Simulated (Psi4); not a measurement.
**[B2H2F2]− (SMILES [BH2-]B(F)F) at UBHLYP/def2-SVPD**

What is the energy change on altering one bond length of [B2H2F2]− at UBHLYP/def2-SVPD? 

Program for the calculation: Psi4 1.11.

### 1 The structure to begin with

The species is [B2H2F2]− (6 atoms), meant as a doublet with charge -1. SMILES: `[BH2-]B(F)F`. Geometry: relaxed at GFN2-xTB.

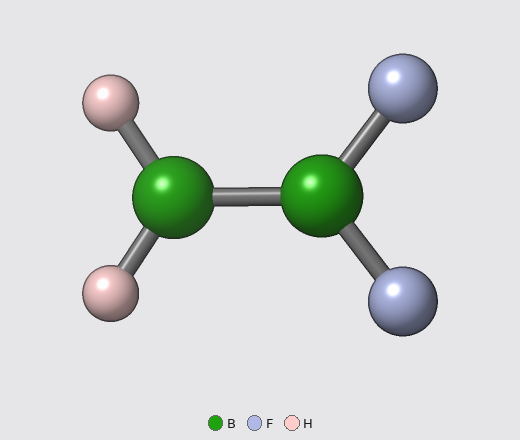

The structure, seen from a chosen angle (boron green, fluorine light blue, hydrogen pink).

### 2 The energy at UBHLYP/def2-SVPD

File calc.inp:

```
memory 1.6 GB

molecule {
  -1 2
  B
  B 1 R2
  F 2 R3 1 A3
  F 2 R4 3 A4 1 D4
  H 1 R5 2 A5 4 D5
  H 1 R6 5 A6 2 D6

  R2 = 1.572111
  R3 = 1.417081
  A3 = 127.42625
  R4 = 1.41623
  A4 = 105.1012
  D4 = 179.79034
  R5 = 1.208668
  A5 = 123.62613
  D5 = -179.8578
  R6 = 1.208384
  A6 = 112.73818
  D6 = 179.90216
  units angstrom
  symmetry c1
  no_reorient
  no_com
}

set basis def2-SVPD
set reference uks
set puream true
set e_convergence 1e-09
set d_convergence 1e-08
set scf_type pk
set dft_radial_points 99
set dft_spherical_points 590
set maxiter 200

E, wfn = energy('bhhlyp', return_wfn=True)
print_variables()
```

The run is started by

```console
$ psi4 -n 1 calc.inp calc.out
```

calc.out:

```text
[...]
  Running in c1 symmetry.
[...]
  Nuclear repulsion =   91.248502096095351
[...]
  Multiplicity = 2
[...]
  Nalpha       = 16
  Nbeta        = 15
[...]
    Number of basis functions: 102
[...]
   @UKS iter   1:  -250.26086153452141   -8.72538e-01   5.37397e-03 DIIS/ADIIS
[...]
   @UKS iter  12:  -250.41995996059913   -3.80851e-12   2.14792e-09 DIIS
[...]
   @S^2 Observed:                7.526522293E-01
[...]
    Orbital Energies [Eh]
    ---------------------
    Alpha Occupied:
       1A    -25.099180     2A    -25.098951     3A     -6.949037
       4A     -6.828407     5A     -1.134665     6A     -1.099570
       7A     -0.453524     8A     -0.391713     9A     -0.381742
      10A     -0.352263    11A     -0.322604    12A     -0.307915
      13A     -0.283931    14A     -0.178992    15A     -0.173287
      16A     -0.016556
    Alpha Virtual:
      17A      0.182916    18A      0.202352    19A      0.261490
      20A      0.269516    21A      0.288068    22A      0.294436
      23A      0.294767    24A      0.322987    25A      0.325129
[...]
  @UKS Final Energy:  -250.41995996059913
   => Energetics <=
    Nuclear Repulsion Energy =             91.2485020960953506
    One-Electron Energy =                -534.1358344112146597
    Two-Electron Energy =                 207.9849498622960198
    DFT Exchange-Correlation Energy =     -15.5175775077758598
    Empirical Dispersion Energy =           0.0000000000000000
    VV10 Nonlocal Energy =                  0.0000000000000000
    Total Energy =                       -250.4199599605991295
[...]
 Multipole Moments:
 ------------------------------------------------------------------------------------
     Multipole            Electronic (a.u.)      Nuclear  (a.u.)        Total (a.u.)
 ------------------------------------------------------------------------------------
 L = 1.  Multiply by 2.5417464519 to convert [e a0] to [Debye]
 Dipole X            :         -0.0041575            0.0036233           -0.0005342
 Dipole Y            :          0.0012830            0.0001553            0.0014383
 Dipole Z            :          5.3596336           -3.9911692            1.3684644
 Magnitude           :                                                    1.3684653
[...]
```

Run time: 25 s. Hardware: 1 thread of Intel Xeon Platinum 8488C (Sapphire Rapids), shared host; peak memory 0.73 GiB.

### 3 The distorted shape: energy and forces at UBHLYP/def2-SVPD

File b2f2h2.json:

```json
{
  "schema_name": "qcschema_input",
  "schema_version": 1,
  "molecule": {
    "schema_name": "qcschema_molecule",
    "schema_version": 2,
    "symbols": ["B", "B", "F", "F", "H", "H"],
    "geometry": [-0.81002921, 0.82758288, -0.69934984, 0.33841404, -1.80174426, 0.07118598, -0.28810576, -4.20660972, -0.92641934, 2.21523334, -2.28043078, 1.91805312, -2.41926329, 1.08485019, -2.29968331, 0.01351154, 3.40379359, 0.52430451],
    "molecular_charge": -1,
    "molecular_multiplicity": 2,
    "fix_symmetry": "c1",
    "fix_com": true,
    "fix_orientation": true
  },
  "driver": "gradient",
  "model": {
    "method": "bhhlyp",
    "basis": "def2-SVPD"
  },
  "keywords": {
    "reference": "uks",
    "puream": true,
    "e_convergence": 1e-09,
    "d_convergence": 1e-08,
    "scf_type": "pk",
    "dft_radial_points": 99,
    "dft_spherical_points": 590,
    "maxiter": 200
  }
}
```

The run is started by

```console
$ psi4 --qcschema b2f2h2.json -n 1 --memory 1600MB
```

stdout, cut to the lines that bear on the results:

```text
[...]
  Running in c1 symmetry.
[...]
  Nuclear repulsion =   90.387352863720693
[...]
  Multiplicity = 2
[...]
  Nalpha       = 16
  Nbeta        = 15
[...]
    Number of basis functions: 102
[...]
   @UKS iter   1:  -250.23163509399470   -9.19952e-01   5.32754e-03 ADIIS/DIIS
[...]
   @UKS iter  13:  -250.39169138805016   -6.28120e-12   5.40698e-09 DIIS
[...]
   @S^2 Observed:                7.534431102E-01
[...]
  @UKS Final Energy:  -250.39169138805016
   => Energetics <=
    Nuclear Repulsion Energy =             90.3873528637206931
    One-Electron Energy =                -532.1591909018750357
    Two-Electron Energy =                 206.8555173199378885
    DFT Exchange-Correlation Energy =     -15.4753706698337350
    Empirical Dispersion Energy =           0.0000000000000000
    VV10 Nonlocal Energy =                  0.0000000000000000
    Total Energy =                       -250.3916913880501625
[...]
 Multipole Moments:
 ------------------------------------------------------------------------------------
     Multipole            Electronic (a.u.)      Nuclear  (a.u.)        Total (a.u.)
 ------------------------------------------------------------------------------------
 L = 1.  Multiply by 2.5417464519 to convert [e a0] to [Debye]
 Dipole X            :        -12.6181903           12.5803206           -0.0378697
 Dipole Y            :         59.2675590          -58.7655276            0.5020314
 Dipole Z            :         -3.9736081            4.0085059            0.0348978
 Magnitude           :                                                    0.5046657
[...]
  -Total Gradient:
     Atom            X                  Y                   Z
    ------   -----------------  -----------------  -----------------
       1       -0.002463328322    -0.074309087651    -0.013468665749
       2       -0.028663711046     0.053410540244    -0.021659489700
       3       -0.002016015217    -0.024975056684    -0.005660464072
       4        0.017155013148    -0.007773623837     0.016524129747
       5       -0.000300883825    -0.002103510820    -0.000633878386
       6        0.016285686778     0.055764405950     0.024896341855
[...]
```

The result, in JSON:

```text
{
 "driver": "gradient",
 "model": {
  "method": "bhhlyp",
  "basis": "def2-SVPD"
 },
 "success": true,
 "return_result": [-0.002463328321676502, -0.07430908765089737, -0.013468665749375984, -0.028663711046314534, 0.053410540244246296, -0.021659489699694185, -0.0020160152172528333, -0.024975056684439806, -0.005660464072060181, 0.01715501314771524, -0.007773623836776662, 0.016524129747139682, -0.00030088382510727596, -0.002103510820466111, -0.0006338783862730318, 0.01628568677752713, 0.055764405949645476, 0.024896341855275173],
 "properties": {
  "calcinfo_nbasis": 102,
  "calcinfo_nmo": 102,
  "calcinfo_nalpha": 16,
  "calcinfo_nbeta": 15,
  "calcinfo_natom": 6,
  "nuclear_repulsion_energy": 90.3873528637207,
  "return_energy": -250.39169138805016,
  "return_gradient": [-0.002463328321676502, -0.07430908765089737, -0.013468665749375984, -0.028663711046314534, 0.053410540244246296, -0.021659489699694185, -0.0020160152172528333, -0.024975056684439806, -0.005660464072060181, 0.01715501314771524, -0.007773623836776662, 0.016524129747139682, -0.00030088382510727596, -0.002103510820466111, -0.0006338783862730318, 0.01628568677752713, 0.055764405949645476, 0.024896341855275173],
  "scf_one_electron_energy": -532.159190901875,
  "scf_two_electron_energy": 206.8555173199379,
  "scf_xc_energy": -15.475370669833735,
  "scf_dipole_moment": [-0.03786970274244794, 0.5020313799894964, 0.034897828100177275],
  "scf_total_energy": -250.39169138805016,
  "scf_total_gradient": [-0.002463328321676502, -0.07430908765089737, -0.013468665749375984, -0.028663711046314534, 0.053410540244246296, -0.021659489699694185, -0.0020160152172528333, -0.024975056684439806, -0.005660464072060181, 0.01715501314771524, -0.007773623836776662, 0.016524129747139682, -0.00030088382510727596, -0.002103510820466111, -0.0006338783862730318, 0.01628568677752713, 0.055764405949645476, 0.024896341855275173],
  "scf_iterations": 13
 }
}
```

Run time: 36 s. Hardware: 1 thread of Intel Xeon Platinum 8488C (Sapphire Rapids), shared host; peak memory 0.72 GiB.

### 4 Summary of results

At UBHLYP/def2-SVPD:

```
                                                         quantity          value
                                        first shape: total energy  -250.41996 Eh
                  first shape: HOMO energy (highest over α and β)       -0.45 eV
                   first shape: LUMO energy (lowest over α and β)        4.57 eV
                                                first shape: ⟨S²⟩          0.753
                                    distorted shape: total energy  -250.39169 Eh
              distorted shape: HOMO energy (highest over α and β)       -0.80 eV
               distorted shape: LUMO energy (lowest over α and β)        4.32 eV
                                            distorted shape: ⟨S²⟩          0.753
                        distorted shape: largest force on an atom     3.885 eV/Å
energy change with the B1–H6 bond stretched from 1.208 to 1.571 Å       0.769 eV
```

**Reading.** With the B1–H6 bond stretched from 1.208 to 1.571 Å the energy rises by 0.77 eV (17.7 kcal/mol). The first shape isn't relaxed at this level, so the change isn't measured from a minimum.
